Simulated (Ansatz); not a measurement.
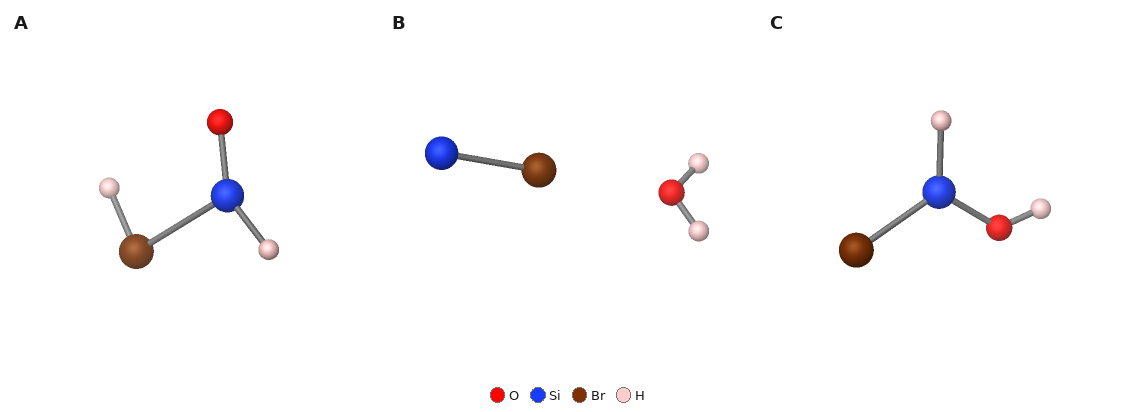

3 stationary structures of one formula. The species has charge +1 and is a spin singlet. Geometries: PBE0-D4/def2-TZVP. Electronic energies: r2SCAN-D4/def2-TZVPP (Ansatz 0.2.0), without zero-point energy. No frequency run is at hand to confirm each as a minimum.

Rank them by energy, lowest first.

Answer. C is lowest (Cs); B lies 1.918 eV above it, A lies 2.671 eV above it (Cs).
